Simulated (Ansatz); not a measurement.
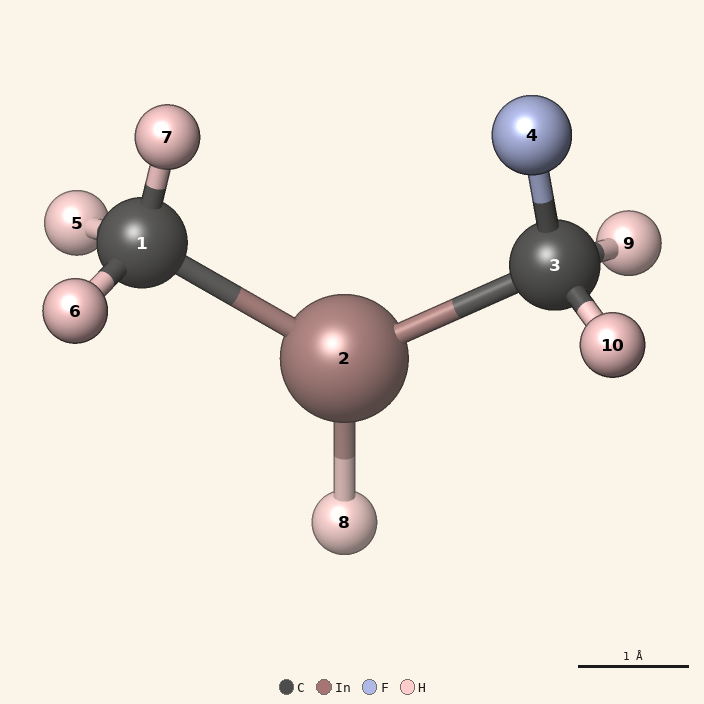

Orthographic view. Atoms fade into the background with distance from the viewer. The computed structure is the end point of a PBE-D4/def2-SVP optimisation. No frequency run is at hand to confirm it as a minimum.

Write a Z-matrix (Å, degrees) in the order of the atom numbers, with these reference atoms: 2 to 1; 3 to 2, 1; 4 to 3, 2, 1; 5 to 1, 2, 3; 6 to 1, 5, 2; 7 to 1, 5, 6; 8 to 2, 1, 7; 9 to 3, 4, 2; 10 to 3, 9, 4.

```
C  
In   1   2.182
C    2   2.218   1   118.3
F    3   1.393   2   111.0   1    -0.7
H    1   1.108   2   110.3   3   127.4
H    1   1.109   5   108.0   2  -119.5
H    1   1.106   5   109.7   6  -118.9
H    2   1.760   1   122.0   7  -174.0
H    3   1.115   4   109.3   2   121.8
H    3   1.115   9   106.7   4  -118.1
```
